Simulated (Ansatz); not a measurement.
# AlH$_{5}$O$_{5}$: what the fields show

Input

```
crystal:
  periodic: [false, false, false]
  atoms:
    - { symbol: Al, position_ang: [-0.776329, -0.618816, 0.043896] }
    - { symbol: O, position_ang: [2.26985, 0.1976, 0.134707] }
    - { symbol: O, position_ang: [-0.757113, -2.03711, 0.996215] }
    - { symbol: O, position_ang: [-1.385743, -0.625902, -1.552394] }
    - { symbol: H, position_ang: [1.764473, 0.623953, 0.85392] }
    - { symbol: O, position_ang: [-0.477248, 0.98617, 0.884915] }
    - { symbol: O, position_ang: [-0.039576, 1.798987, -0.276296] }
    - { symbol: H, position_ang: [2.094792, 0.828793, -0.591248] }
    - { symbol: H, position_ang: [-0.255989, -2.093824, 1.8244] }
    - { symbol: H, position_ang: [-1.634499, -1.468506, -1.962969] }
    - { symbol: H, position_ang: [-0.802518, 2.408756, -0.355046] }
basis:
  gaussian: { orbitals: def2-SVP }
hamiltonian:
  xc: pbe
  dispersion: d4
relax:
  f_tol: 0.03
  max_steps: 50
output:
  orbitals: {}
```

Run with:

```sh
ansatz run input.yaml --threads 2 --pin off --max-ram 3072MiB --backend cpu --events-out ev --progress --plain --runs-dir out
```

The fields are those of the relaxed geometry.

Method: Ansatz 0.2.0, RKS PBE-D4/def2-SVP.

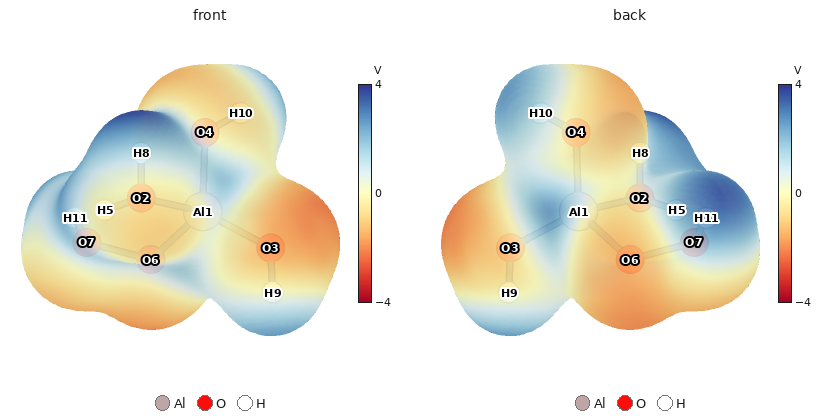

Figure 1. The molecular electrostatic potential painted on the density surface at 0.004 e/bohr³, seen from the front and from behind; red is negative and blue positive.

Q: Where is the surface potential most negative and most positive?

A: The most negative region (about −2.1 V) lies over O3, the most positive (about +3.6 V) over H8 and H11. O3 is the likeliest acceptor of a hydrogen bond.

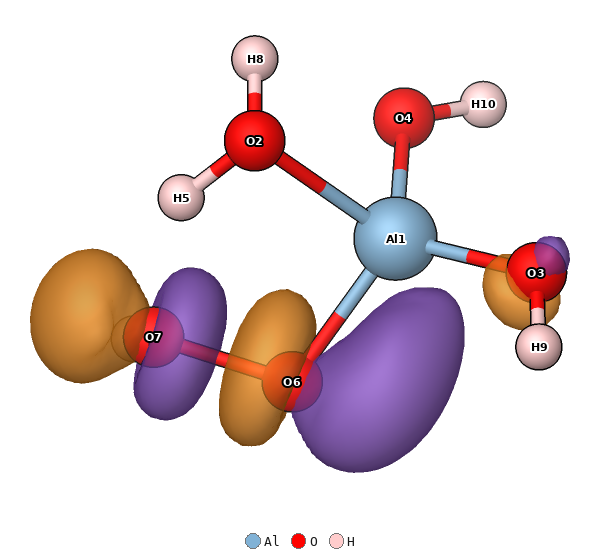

Figure 2. One frontier orbital at ±0.15 Å⁻³ᐟ² (orange and purple are the two phases), seen at a tilt.

Q: Which orbital is it: HOMO or LUMO?

A: The LUMO, at −1.26 eV. By Hirshfeld shares it lies mainly on O6 (about 40 %), O7 (about 35 %) and Al1 (about 10 %).

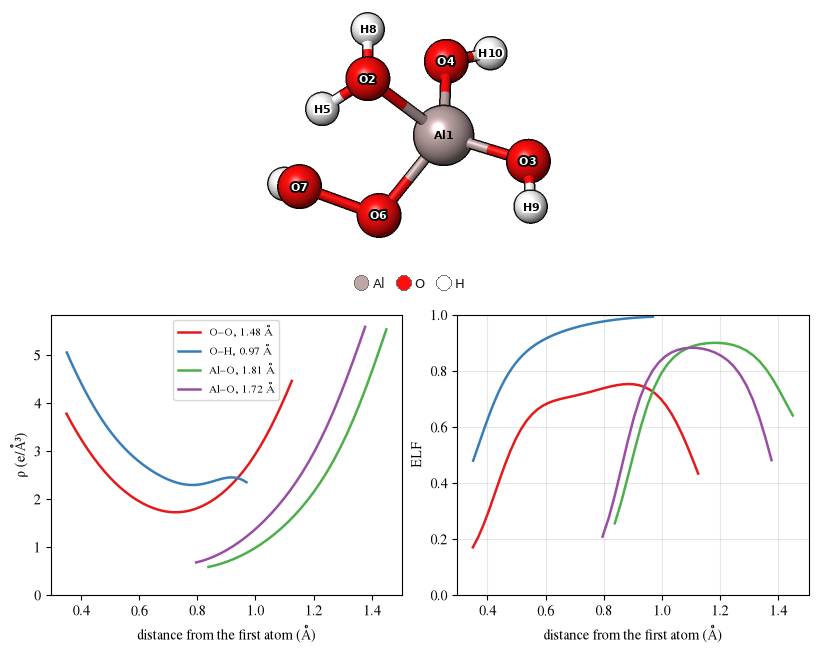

Figure 3. Electron density and electron localisation function along straight lines between neighbouring atoms. The curves leave out the atomic cores. The structure is drawn too.

Q: Compare the contacts.

A: O–O (1.48 Å): ρ is about 1.7 e/Å³ halfway; the ELF peaks at about 0.75 between the atoms, as expected for localised, covalent bonding.
O–H (0.97 Å): ρ at the midpoint is about 3.5 e/Å³; the ELF climbs to about 1 towards the hydrogen, as it does in any bond to H; a covalent bond by its length.
Al–O (1.81 Å): ρ is about 0.71 e/Å³ halfway; the ELF peaks at about 0.90 in the valence shell of O, 0.6 Å from its nucleus, and is about 0.50 at the midpoint.
Al–O (1.72 Å): ρ at the midpoint is about 0.81 e/Å³; the ELF peaks at about 0.90 in the valence shell of O, 0.6 Å from its nucleus, and is about 0.45 at the midpoint.
